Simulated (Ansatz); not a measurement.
**Decaying states in the gap of Rb3H3N2**

Aim: relax a made-up compound, Rb3H3N2, and see how good a tunnel barrier it would be. It is built by putting Rb for Li in the Li3H3N2 structure of space group Pm, with the volume rescaled by atomic radii. The parent structure comes from the Materials Project.

Calculated with Ansatz 0.2.0; r2SCAN DFT, plane waves, PAW files, in the first sound run; inputs show where later runs differ.

The structure was built from a prototype and need not be the compound's stable phase.

**1. Starting point**

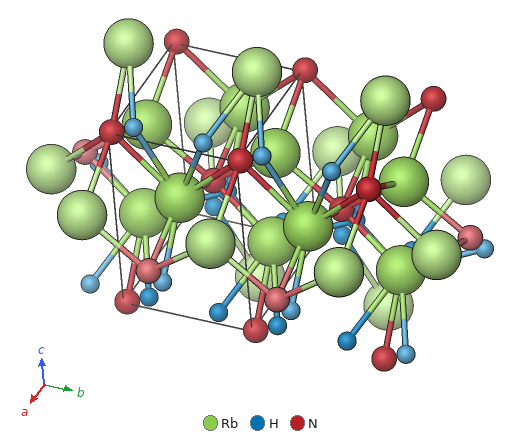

The cell as given, from a free direction (rubidium green, hydrogen blue, nitrogen red). 1×2×1 cells are drawn. Some periodic images of atoms are drawn too.

Structure file:

```
Rb H N
1.0
     4.81978    0.00000    0.00000
     0.00000    4.47216    0.00000
    -0.21182    0.00000    6.64379
Rb H N
3 3 2
Direct
  0.45824 0.00000 0.76126
  0.96260 0.50000 0.68344
  0.60873 0.00000 0.31971
  0.03918 0.22928 0.09287
  0.30142 0.50000 0.36724
  0.03918 0.77072 0.09287
  0.94927 0.00000 0.97969
  0.47939 0.50000 0.52691
```

**2. Cell and atoms at rest**

The substituted atoms don't fit the parent's cell, so cell and atoms relax together. A small smearing keeps the run stable in case the gap closes on the way.

Input file input.yaml:

```yaml
crystal:
  lattice:
    - [4.8197801127, 0.0, 0.0]
    - [0.0, 4.4721580197, 0.0]
    - [-0.2118217126, 0.0, 6.6437880662]
  atoms:
    - { symbol: Rb, position: [0.458237, 0.0, 0.761263] }
    - { symbol: Rb, position: [0.962599, 0.5, 0.683438] }
    - { symbol: Rb, position: [0.60873, 0.0, 0.319708] }
    - { symbol: H, position: [0.039178, 0.229279, 0.092874] }
    - { symbol: H, position: [0.301423, 0.5, 0.367238] }
    - { symbol: H, position: [0.039178, 0.770721, 0.092874] }
    - { symbol: "N", position: [0.949269, 0.0, 0.979692] }
    - { symbol: "N", position: [0.479386, 0.5, 0.526914] }
kpoints:
  mp_grid: { grid: [4, 6, 4] }
scf:
  occupations: { method: gaussian, width: 0.03 }
hamiltonian:
  xc: r2scan
output:
  forces: true
  stress: true
relax:
  f_tol: 0.02
  max_steps: 60
  cell: {}
```

The run is started by

```bash
ansatz run input.yaml --threads 2 --pin off --max-ram 4096MiB --backend cpu --events-out ev --progress --plain --runs-dir out
```

Numbers of over 12 decimals in the logs are rounded to 6 here.

The log of the run:

```text
Engine: ansatz 0.2.0, x86_64-unknown-linux-gnu
Pseudopotentials: kind: paw
Pseudopotential: Rb, paw, valence charge 9, recommended cutoff 500 eV (meta_gga), Rb.paw.azcp
Pseudopotential: H, paw, valence charge 1, recommended cutoff 500 eV (meta_gga), H.paw.azcp
Pseudopotential: N, paw, valence charge 5, recommended cutoff 500 eV (meta_gga), N.paw.azcp
Functional definition: r2SCAN
  parameter k0 = 0.174
  parameter k1 = 0.065
  parameter a1 = 4.9479
  exchange = r2scan_x(k0 = k0, k1 = k1, a1 = a1)
  correlation = r2scan_c
Crystal: 8 atoms, lattice volume = 143.206 Å³
Basis set: ecut = 500 eV, 3625 PW (Γ), exchange–correlation on 144×144×200 points (64 copies of the dense FFT grid, shifted against one another)
Bands: 28, of which v1, the nominal top of the filled ones, is band 20 counted from 1 (19 counted from 0)
Symmetry: 2 space group operations
Space group: Pm (ITA 6), of the structure as read, at distance tolerance 5.2e-5 Å
k-points: 40 of 96 (time reversal used)
Non-local potential: Rb, projectors of the file, l = 0: 3, l = 1: 2, l = 2: 2
Non-local potential: H, projectors of the file, l = 0: 2, l = 1: 1
Non-local potential: N, projectors of the file, l = 0: 2, l = 1: 2, l = 2: 1
PAW form: soft (Blöchl's): semilocal exchange-correlation on the pseudo side does not see the compensation charge
PAW frozen core: Rb, regenerated for the run's functional (the file was generated under x = pbe(κ = 0.804, μ = 0.219515), c = pbe(β = 0.066725))
PAW frozen core: N, regenerated for the run's functional (the file was generated under x = pbe(κ = 0.804, μ = 0.219515), c = pbe(β = 0.066725))
PAW one-centre angular grid: Rb, 302 points (default); XC on 160 Gauss nodes
PAW one-centre angular grid: H, 302 points (default); XC on 160 Gauss nodes
PAW one-centre angular grid: N, 302 points (default); XC on 160 Gauss nodes
Initial density: superposition of atomic densities (neutral atoms: chi_scale 0, normalization atom), corrected by the library's trained network
Initial wavefunctions: pseudopotential atomic-orbital guess
Functional: x = r2scan, c = r2scan; τ floored in thin density (d = 2e-4 eV/Å³)
SCF iter   1: F=—  HF=-10649.367421 eV  |F-HF|=—  |Δ(HF+E_count)|=         —  Δρ=7.75e-3  dr2=8.61e-2  dr2_τ=1.10e-1  ethr=1.77e-3  ⟨swp⟩=7.3  Hψ=6389  notcnv=0  defer=15
preconditioner: auto → Resta (q_TF=auto, 2.206 Å⁻¹)  ε∞=2.9  [insulator: Δε(μ)=0.470 eV  Ē_g=13.121 eV  σ=0.030 eV  W_gap=1.00  n_scr=28 (ndim 8)  ℏωp=18.1 eV  f_vac=0.092  D(μ)=0.00/eV (n_scr^D=0)  ε∞_Penn≈2.9]
SCF iter   2: F=—  HF=-10649.439148 eV  |F-HF|=—  |Δ(HF+E_count)|=   7.17e-2  Δρ=4.45e-3  dr2=1.90e-2  dr2_τ=2.10e-3  ethr=2.15e-4  ⟨swp⟩=3.6  Hψ=2543  notcnv=0  defer=98
SCF iter   3: F=—  HF=-10649.437365 eV  |F-HF|=—  |Δ(HF+E_count)|=   1.78e-3  Δρ=1.90e-3  dr2=5.19e-3  dr2_τ=5.00e-4  ethr=4.76e-5  ⟨swp⟩=2.0  Hψ=1583  notcnv=0  defer=58
automatic band count: iteration 3 solves 27 bands in place of 28: the levels show a gap, and the empty bands left out lie too high to hold charge; the band table lists the bands solved (type scf.n_extra_bands for more)
SCF iter   4: F=—  HF=-10649.437158 eV  |F-HF|=—  |Δ(HF+E_count)|=   2.07e-4  Δρ=5.46e-4  dr2=5.37e-4  dr2_τ=4.59e-5  ethr=1.30e-5  ⟨swp⟩=2.0  Hψ=1497  notcnv=0  defer=58
SCF iter   5: F=—  HF=-10649.437216 eV  |F-HF|=—  |Δ(HF+E_count)|=   5.82e-5  Δρ=3.31e-4  dr2=1.99e-4  dr2_τ=2.40e-5  ethr=1.34e-6  ⟨swp⟩=2.0  Hψ=1662  notcnv=0  defer=58
SCF iter   6: F=—  HF=-10649.437205 eV  |F-HF|=—  |Δ(HF+E_count)|=   1.16e-5  Δρ=7.84e-5  dr2=1.03e-5  dr2_τ=7.30e-7  ethr=4.96e-7  ⟨swp⟩=2.0  Hψ=1284  notcnv=0  defer=58
SCF iter   7: F=—  HF=-10649.437206 eV  |F-HF|=—  |Δ(HF+E_count)|=   1.74e-6  Δρ=1.92e-5  dr2=6.64e-7  dr2_τ=2.83e-8  ethr=2.58e-8  ⟨swp⟩=2.8  Hψ=1706  notcnv=0  defer=58
SCF iter   8: F=-10649.437207 eV  HF=-10649.437207 eV  |F-HF|=1.44e-8  |Δ(HF+E_count)|=   3.78e-7  Δρ=3.27e-6  dr2=2.15e-8  dr2_τ=1.00e-9  ethr=2.50e-10  ⟨swp⟩=5.0  Hψ=3950  notcnv=0
SCF 1 converged in 8 iterations: F = -10649.437207 eV  dr2 = 2.15e-8
  greatest PAW one-centre occupation: 0.975 electrons in one spin orbital (limit 2), on the Rb atom at site 0 (counted from 0), in its partial waves of l = 0
relax step   1: F+E_penalty+E_count = -10649.43720679 eV  Δ(F+E_penalty+E_count) = +0.000e0 eV  max|allowed force component| = 4.657e0 eV/Å  Δτ_max = 0.0000 Å  P = +0.383 GPa  Ω = 143.206 Å³  (8 SCF iters, dr2 threshold 1.00e-7 eV, accepted)
Crystal: 8 atoms, lattice volume = 157.264 Å³
Basis set: ecut = 500 eV, 3971 PW (Γ), exchange–correlation on 144×144×200 points (64 copies of the dense FFT grid, shifted against one another)
Initial density: handed on by an earlier stage of this run
Initial wavefunctions: those handed on with the density
SCF iter   1: F=—  HF=-10651.756491 eV  |F-HF|=—  |Δ(HF+E_count)|=         —  Δρ=3.16e-2  dr2=1.53e0  dr2_τ=2.01e0  ethr=3.10e-3  ⟨swp⟩=7.8  Hψ=4922  notcnv=0
automatic band count: iteration 1 solves 24 bands in place of 28: the levels show a gap, and the empty bands left out lie too high to hold charge; the band table lists the bands solved (type scf.n_extra_bands for more)
preconditioner: auto → Resta (q_TF=auto, 2.172 Å⁻¹)  ε∞=3.0  [insulator: Δε(μ)=0.053 eV  Ē_g=12.210 eV  σ=0.030 eV  W_gap=0.76  n_scr=30 (ndim 8)  ℏωp=17.3 eV  f_vac=0.142  D(μ)=0.64/eV (n_scr^D=0)  ε∞_Penn≈3.0]
SCF iter   2: F=—  HF=-10652.345707 eV  |F-HF|=—  |Δ(HF+E_count)|=   5.89e-1  Δρ=1.20e-2  dr2=1.02e-1  dr2_τ=6.74e-2  ethr=3.10e-3  ⟨swp⟩=3.0  Hψ=2271  notcnv=0
SCF iter   3: F=—  HF=-10652.347262 eV  |F-HF|=—  |Δ(HF+E_count)|=   1.55e-3  Δρ=5.92e-3  dr2=2.48e-2  dr2_τ=3.36e-3  ethr=2.55e-4  ⟨swp⟩=2.1  Hψ=2123  notcnv=0
SCF iter   4: F=—  HF=-10652.355654 eV  |F-HF|=—  |Δ(HF+E_count)|=   8.39e-3  Δρ=3.22e-3  dr2=1.38e-2  dr2_τ=1.22e-3  ethr=6.21e-5  ⟨swp⟩=3.0  Hψ=1889  notcnv=0
SCF iter   5: F=—  HF=-10652.354430 eV  |F-HF|=—  |Δ(HF+E_count)|=   1.22e-3  Δρ=5.27e-4  dr2=4.79e-4  dr2_τ=6.12e-5  ethr=3.45e-5  ⟨swp⟩=2.0  Hψ=1754  notcnv=0
SCF iter   6: F=—  HF=-10652.354636 eV  |F-HF|=—  |Δ(HF+E_count)|=   2.06e-4  Δρ=1.79e-4  dr2=7.20e-5  dr2_τ=2.09e-6  ethr=1.20e-6  ⟨swp⟩=3.0  Hψ=1726  notcnv=0
SCF iter   7: F=—  HF=-10652.354691 eV  |F-HF|=—  |Δ(HF+E_count)|=   5.49e-5  Δρ=3.12e-5  dr2=2.44e-6  dr2_τ=9.45e-8  ethr=1.80e-7  ⟨swp⟩=2.7  Hψ=1689  notcnv=0
SCF iter   8: F=-10652.354693 eV  HF=-10652.354693 eV  |F-HF|=6.81e-8  |Δ(HF+E_count)|=   1.95e-6  Δρ=7.77e-6  dr2=1.47e-7  dr2_τ=7.93e-9  ethr=2.00e-9  ⟨swp⟩=5.0  Hψ=4118  notcnv=0
SCF 2 converged in 8 iterations: F = -10652.354693 eV  dr2 = 1.47e-7
[...]
[... from here on, the SCF cycles and remarks between the steps are left out ...]
relax step   4: F+E_penalty+E_count = -10652.90766443 eV  Δ(F+E_penalty+E_count) = -5.530e-1 eV  max|allowed force component| = 1.898e0 eV/Å  Δτ_max = 0.0869 Å  P = -0.175 GPa  Ω = 161.468 Å³  energy of the carried Pulay correction = -3.622e-3 eV  (11 SCF iters, accepted)
relax step   5: F+E_penalty+E_count = -10653.05440887 eV  Δ(F+E_penalty+E_count) = -1.467e-1 eV  max|allowed force component| = 1.180e0 eV/Å  Δτ_max = 0.0972 Å  P = +1.689 GPa  Ω = 167.425 Å³  energy of the carried Pulay correction = -4.712e-3 eV  (7 SCF iters, dr2 threshold 8.00e-7 eV, accepted)
relax step   6: F+E_penalty+E_count = -10653.14079058 eV  Δ(F+E_penalty+E_count) = -8.638e-2 eV  max|allowed force component| = 4.182e-1 eV/Å  Δτ_max = 0.1500 Å  P = +0.577 GPa  Ω = 171.605 Å³  energy of the carried Pulay correction = -5.452e-3 eV  (8 SCF iters, dr2 threshold 8.00e-7 eV, accepted)
relax step   7: F+E_penalty+E_count = -10653.15638494 eV  Δ(F+E_penalty+E_count) = -1.559e-2 eV  max|allowed force component| = 9.878e-2 eV/Å  Δτ_max = 0.0955 Å  P = -0.229 GPa  Ω = 178.072 Å³  energy of the carried Pulay correction = -6.560e-3 eV  (8 SCF iters, dr2 threshold 8.00e-7 eV, accepted)
relax step   8: F+E_penalty+E_count = -10653.16497219 eV  Δ(F+E_penalty+E_count) = -8.587e-3 eV  max|allowed force component| = 8.014e-2 eV/Å  Δτ_max = 0.0793 Å  P = +0.010 GPa  Ω = 177.689 Å³  energy of the carried Pulay correction = -6.496e-3 eV  (7 SCF iters, dr2 threshold 6.10e-7 eV, accepted)
relax step   9: F+E_penalty+E_count = -10653.16842987 eV  Δ(F+E_penalty+E_count) = -3.458e-3 eV  max|allowed force component| = 1.936e-2 eV/Å  Δτ_max = 0.0321 Å  P = +0.012 GPa  Ω = 178.002 Å³  energy of the carried Pulay correction = -6.548e-3 eV  (7 SCF iters, dr2 threshold 4.01e-7 eV, accepted)
relax step  10: F+E_penalty+E_count = -10653.18684165 eV  Δ(F+E_penalty+E_count) = -1.841e-2 eV  max|allowed force component| = 1.583e-2 eV/Å  Δτ_max = 0.0000 Å  P = +0.120 GPa  Ω = 178.002 Å³  stress off target by 1.81e-1 GPa  SCF on the basis re-selected at this cell (its energy is not comparable with the rows above)  (8 SCF iters)
relax step  11: F+E_penalty+E_count = -10653.18762162 eV  Δ(F+E_penalty+E_count) = -7.800e-4 eV  max|allowed force component| = 2.179e-2 eV/Å  Δτ_max = 0.0178 Å  P = +0.006 GPa  Ω = 179.929 Å³  energy of the carried Pulay correction = -4.429e-4 eV  (7 SCF iters, dr2 threshold 8.15e-8 eV, accepted)
relax step  12: F+E_penalty+E_count = -10653.18509281 eV  Δ(F+E_penalty+E_count) = +2.529e-3 eV  max|allowed force component| = 3.250e-1 eV/Å  Δτ_max = 0.0250 Å  P = +0.196 GPa  Ω = 180.649 Å³  energy of the carried Pulay correction = -6.125e-4 eV  (7 SCF iters, dr2 threshold 2.97e-8 eV, rejected (line search))
relax step  13: F+E_penalty+E_count = -10653.18780829 eV  Δ(F+E_penalty+E_count) = -1.867e-4 eV  max|allowed force component| = 3.284e-3 eV/Å  Δτ_max = 0.0079 Å  P = +0.003 GPa  Ω = 180.212 Å³  energy of the carried Pulay correction = -5.100e-4 eV  (9 SCF iters, accepted)
relax step  14: F+E_penalty+E_count = -10653.18782236 eV  Δ(F+E_penalty+E_count) = -1.407e-5 eV  max|allowed force component| = 1.239e-2 eV/Å  Δτ_max = 0.0038 Å  P = -0.008 GPa  Ω = 180.369 Å³  energy of the carried Pulay correction = -5.477e-4 eV  (9 SCF iters, accepted)
iter 1 solved again at ethr=1.43e-7 eV; its pass at ethr=3.10e-3 eV (dr2=5.74e-5 eV) is discarded
SCF iter   1: F=—  HF=-10653.188372 eV  |F-HF|=—  |Δ(HF+E_count)|=         —  Δρ=4.30e-5  dr2=1.37e-7  dr2_τ=5.45e-7  ethr=1.43e-7  ⟨swp⟩=4.0  Hψ=10334  notcnv=0
preconditioner: auto → Resta (q_TF=auto, 2.123 Å⁻¹)  ε∞=2.5  [insulator: Δε(μ)=0.432 eV  Ē_g=13.382 eV  σ=0.030 eV  W_gap=1.00  n_scr=30 (ndim 8)  ℏωp=16.1 eV  f_vac=0.186  D(μ)=0.00/eV (n_scr^D=0)  ε∞_Penn≈2.5]
SCF iter   2: F=—  HF=-10653.188409 eV  |F-HF|=—  |Δ(HF+E_count)|=   3.75e-5  Δρ=2.19e-5  dr2=4.16e-8  dr2_τ=3.21e-7  ethr=3.44e-10  ⟨swp⟩=3.0  Hψ=2110  notcnv=0
SCF iter   3: F=—  HF=-10653.188387 eV  |F-HF|=—  |Δ(HF+E_count)|=   2.22e-5  Δρ=5.45e-6  dr2=7.07e-8  dr2_τ=8.52e-9  ethr=1.04e-10  ⟨swp⟩=3.0  Hψ=1960  notcnv=0
SCF iter   4: F=—  HF=-10653.188387 eV  |F-HF|=—  |Δ(HF+E_count)|=   8.06e-8  Δρ=7.42e-7  dr2=8.28e-10  dr2_τ=1.56e-10  ethr=1.04e-10  ⟨swp⟩=2.0  Hψ=1760  notcnv=0
SCF iter   5: F=-10653.188387 eV  HF=-10653.188387 eV  |F-HF|=4.29e-10  |Δ(HF+E_count)|=   2.74e-9  Δρ=2.18e-7  dr2=7.14e-11  dr2_τ=1.87e-11  ethr=1.00e-12  ⟨swp⟩=4.4  Hψ=5488  notcnv=0
SCF 15 converged in 5 iterations: F = -10653.188387 eV  dr2 = 7.14e-11
relax step  15: F+E_penalty+E_count = -10653.18838711 eV  Δ(F+E_penalty+E_count) = -5.647e-4 eV  max|allowed force component| = 1.213e-2 eV/Å  Δτ_max = 0.0000 Å  P = -0.009 GPa  Ω = 180.369 Å³  stress off target by 1.93e-2 GPa  SCF on the basis re-selected at this cell (its energy is not comparable with the rows above)  (5 SCF iters)
basis re-selected at this cell: Δ(F+E_penalty+E_count) = -5.647e-4 eV, ΔP = -0.001 GPa vs the last step (what re-selecting the basis moved, of the pressure what is left beyond the Pulay correction that the steps carried, after the strain that the cell walked since its last selection, with what the two solves' SCF thresholds leave and, on support functions, any second-order correction that the steps lacked; it is no m [...]
SCF converged after 5 iterations
Free energy (F): -10653.188387 eV
Harris-Foulkes:  -10653.188387 eV  (|F-HF|=4.29e-10)
Internal energy: -10653.188387 eV  (E = F + TS)
E sigma→0 (E₀):  -10653.188387 eV
Fermi energy:    4.033012 eV
--- Per-component energies (eV) ---
  E_band       = -327.736456
  E_kinetic    = 883.398301
  E_local      = -2556.337612  (includes V_loc(G=0)·N_el)
  E_nonlocal   = 611.942561
  E_hartree    = 756.013366
  E_xc         = -521.938984
  E_vxc        = -663.939899  (∫ρ·V_xc dr)
  E_paw        = -8162.976357  (= ΣΔE_a)
  E_vpaw       = -152.804196  (= ΣTr[D̂ρ^β])
  E_aug_tail   = -0.001408  (compensation charges beyond the density's cutoff)
  E_vtau       = 37.979108  (kinetic-family band-sum trace: ∫τ·v_τ [+ j·A + Jᵃ·Aᵃ] dr)
  E_ewald      = -1662.788342
  E_core_change = -0.499911  (= ΣΔE_core)
  E_smearing   = -0.000000  (= −TS)
  E_closure    = 0.000000  (closes the sum)
  Σ components = -10653.188387   (vs F -10653.188387, Δ=0.00e0)
--- Forces (eV/Å), atoms counted from 1 ---
  atom   1  Rb     0.00177011    -0.00000000    -0.00266115
  atom   2  Rb    -0.00347609     0.00000000    -0.00008389
  atom   3  Rb    -0.00088974     0.00000000     0.00129239
  atom   4  H     -0.00025171     0.00045573     0.00480488
  atom   5  H     -0.00178769    -0.00000000    -0.00070488
  atom   6  H     -0.00025171    -0.00045573     0.00480488
  atom   7  N      0.00099554    -0.00000000    -0.01211057
  atom   8  N      0.00387697    -0.00000000     0.00483286
  max |Σ_I F_I| component: 1.75e-4 eV/Å
--- Stress (GPa, compression-positive) ---
       -0.005839       0.000000      -0.010201
        0.000000      -0.010375      -0.000000
       -0.010201      -0.000000      -0.011532
  P = ⅓ Tr σ = -0.0092 GPa (-0.092 kbar)
--- Relaxed structure (13 steps of the walk, 11 accepted, 2 SCFs on fresh bases) ---
  F+E_penalty+E_count = -10653.18838711 eV   max|allowed force component| = 1.213e-2 eV/Å   (the final SCF, on the basis selected at the relaxed cell)
  cell:  # Å, volume = 180.3687 Å³
    - [5.374893, 0.0, -0.152391]
    - [0.0, 4.645540, 0.0]
    - [-0.446280, 0.0, 7.236276]
  atoms:
    - { symbol: Rb, position: [0.482536, 0.0, 0.776076] }
    - { symbol: Rb, position: [0.969283, 0.500000, 0.699348] }
    - { symbol: Rb, position: [0.532861, 0.0, 0.281062] }
    - { symbol: H, position: [0.012762, 0.171262, 0.064711] }
    - { symbol: H, position: [0.333809, 0.500000, 0.431871] }
    - { symbol: H, position: [0.012762, 0.828738, 0.064711] }
    - { symbol: N, position: [1.007754, 0.0, 0.975194] }
    - { symbol: N, position: [0.486232, 0.500000, 0.531029] }
```

Elapsed: 3.6 min, on 2 threads of Intel Xeon Platinum 8259CL at 2.50GHz (Skylake/Cascade Lake), shared host; peak memory 0.84 GiB; 7.1 min of CPU time.

Relaxation path:

```csv
step,energy less that of the first step (eV),largest force component (eV/Å),pressure (GPa),volume (Å³)
1,0.0000,4.6567,0.38,143.21
2,-2.9175,3.0417,-1.05,157.26
3,-2.0949,9.7012,8.36,162.70
4,-3.4705,1.8977,-0.17,161.47
5,-3.6172,1.1798,1.69,167.43
6,-3.7036,0.4182,0.58,171.61
7,-3.7192,0.0988,-0.23,178.07
8,-3.7278,0.0801,0.01,177.69
9,-3.7312,0.0194,0.01,178.00
10*,-3.7496,0.0158,0.12,178.00
11,-3.7504,0.0218,0.01,179.93
12,-3.7479,0.3250,0.20,180.65
13,-3.7506,0.0033,0.00,180.21
14,-3.7506,0.0124,-0.01,180.37
15*,-3.7512,0.0121,-0.01,180.37
```

Relaxation steps marked * repeat the geometry before them on a plane-wave basis chosen anew for their cell, so energy and pressure can jump there. Relaxation steps 3, 12 were tried and not accepted.

Forces are held to the 2 operations that the run works with; a distortion that breaks them can't arise in this run.

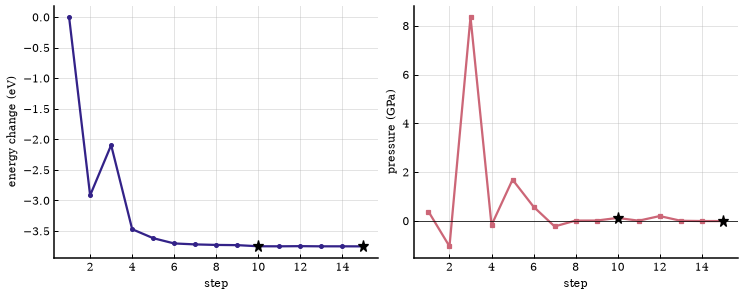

Energy and pressure along the relaxation. Stars mark steps on a basis chosen anew.

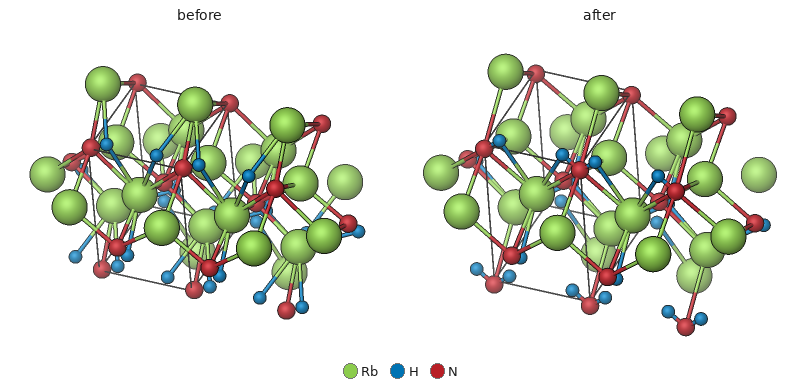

Before and after, at one scale. Bonds to atoms that aren't drawn are left out.

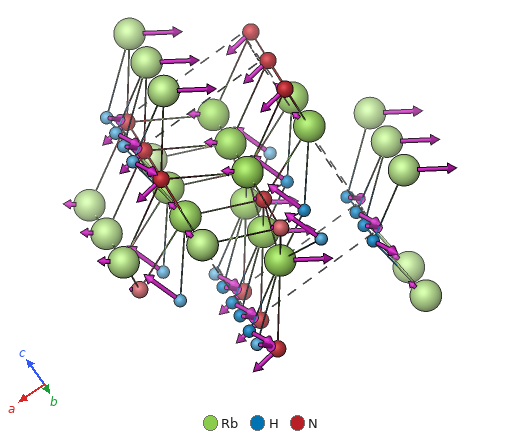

Displacements in the relaxation, exaggerated, measured against the changing cell; the longest in the cell stands for 0.49 Å. 1×2×1 cells are drawn. Some periodic images of atoms are drawn too.

```csv
cell as run,before,after,change
a (Å),4.820,5.377,+11.6 %
b (Å),4.472,4.646,+3.9 %
c (Å),6.647,7.250,+9.1 %
β (°),91.83,95.15,+3.6 %
volume (Å³/atom),17.90,22.55,+26.0 %
```

The atoms that moved most (Å, as changes of fractional coordinates times the final cell):

```csv
atom,dx,dy,dz,length
H5,0.145,0.000,0.463,0.485
Rb3,-0.391,0.000,-0.268,0.474
H4,-0.129,-0.270,-0.200,0.360
H6,-0.129,0.270,-0.200,0.360
N7,0.316,0.000,-0.041,0.319
Rb1,0.124,0.000,0.103,0.162
Rb2,0.029,0.000,0.114,0.118
N8,0.035,0.000,0.029,0.045
```

Numbers from this step:

```yaml
free_energy: -10653.1884 eV
fermi_energy: 4.033 eV
pressure: -0.009249 GPa
```

The largest force component on a free atom ends at 0.012 eV/Å.

(Part 1 of 3 ends here.)

[Logs are printed without paths, hosts, clocks, repeated set-up lines and the standing remarks that a program may print on its own settings, such as how far it seeks lower states.]

[Hosts, paths, dates, database ids (printed as entryN), source tags and the programs' standing remarks are cut or masked in the printed files.]
